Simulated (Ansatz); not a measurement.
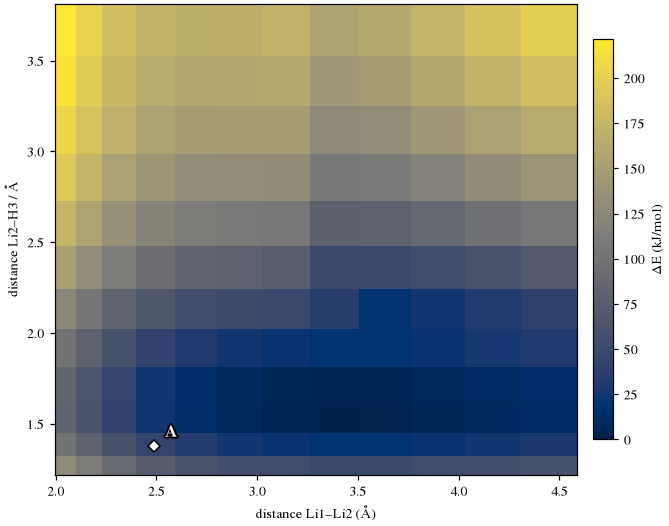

The system Li + LiH, spin multiplicity 2. 
- Coordinates scanned: (1) distance Li1–Li2; (2) distance Li2–H3.
- Nothing is relaxed (the angle Li1–Li2–H3 is fixed at 180 degrees).
- Grid: 12 × 12 points.
- Energies are in kJ/mol, from the lowest grid point.
- Energies and slopes of some neighbouring points disagree (a jump in structure or state, or too coarse a mesh). In part of the range the unrestricted reference is strongly spin-contaminated. The D4 coefficients can switch as the alkali atoms part, which puts small steps into the map.
- All numbers below come from Ansatz 0.2.0, UKS BHLYP-D4/aug-cc-pVTZ.

The picture shows one coloured cell a grid point, the point A.

Question: Is A at rest? If not, where is it pushed?

Answer: A, at distance Li1–Li2 = 2.491 Å, distance Li2–H3 = 1.378 Å, is not a stationary point. The computed force is 72 kJ/mol for each Å towards larger values of distance Li1–Li2 and 210 kJ/mol for each Å towards larger values of distance Li2–H3.
